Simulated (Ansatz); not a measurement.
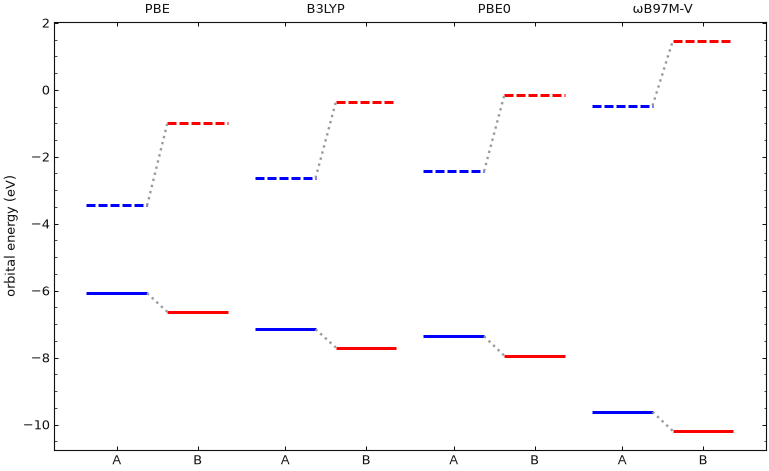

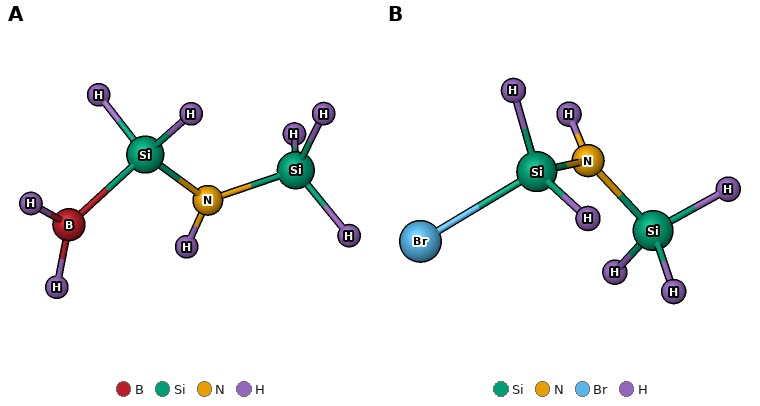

One change: A, BSi₂NH₈ (SMILES B[SiH2]N[SiH3]), becomes B, Si₂NH₆Br (SMILES [SiH3]N[SiH2]Br). BH₂ on Si is replaced by Br. HOMO (solid) and LUMO (dashed) computed in def2-TZVPP at PBE0-D4/def2-TZVP geometries, both minima by their frequencies, gas phase, the Ansatz code 0.2.0. Empty levels above zero depend strongly on the basis.

### What does the change do to HOMO and LUMO?

PBE: the HOMO falls by 0.55 eV, the LUMO rises by 2.45 eV, and the separation goes from 2.62 to 5.63 eV. B3LYP: the HOMO falls by 0.55 eV, the LUMO rises by 2.27 eV, and the separation goes from 4.52 to 7.33 eV. PBE0: the HOMO falls by 0.58 eV, the LUMO rises by 2.27 eV, and the separation goes from 4.93 to 7.78 eV. ωB97M-V: the HOMO falls by 0.57 eV, the LUMO rises by 1.93 eV, and the separation goes from 9.15 to 11.64 eV.

### Do the functionals agree on the effect?

They agree on the direction for both levels; the HOMO shift lies between −0.58 and −0.55 eV and the LUMO shift between 1.93 and 2.45 eV, while the separations themselves differ by up to 6.5 eV between functionals.

Caveats: one conformer of each flexible molecule.
